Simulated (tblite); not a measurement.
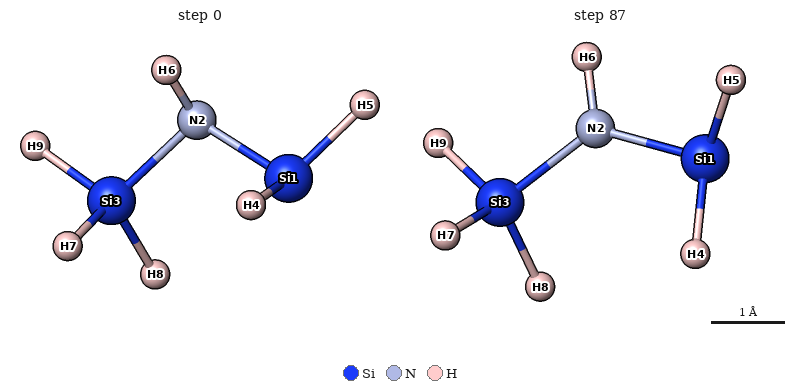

The structure of Si$_{2}$NH$_{6}$ (multiplicity 2) before (left) and after (right) a relaxation, at one scale.

A ball-and-stick model, seen at a tilt.

Computed with GFN2-xTB geometry optimisation, gas phase in tblite 0.8.0. 

Question: What changed between the two?

Answer: The atom that moves furthest after the best rigid fit is H4 (1.12 Å). By element the largest moves are H 1.12 Å, Si 0.36 Å, N 0.17 Å. Some distances before and after: Si1–Si3 2.769 → 3.137 Å, N2–Si3 1.679 → 1.729 Å, Si1–N2 1.704 → 1.735 Å, Si3–H8 1.482 → 1.463 Å. Among the angles between lasting bonds that change: Si1–N2–Si3 109.9° → 129.8°, H4–Si1–H5 107.0° → 115.0°, Si3–N2–H6 109.0° → 115.7°. Over 87 geometry steps the energy falls by 9.82 kcal/mol. Cost: 0.26 s on 1 thread of Arm Neoverse V2 (shared host).
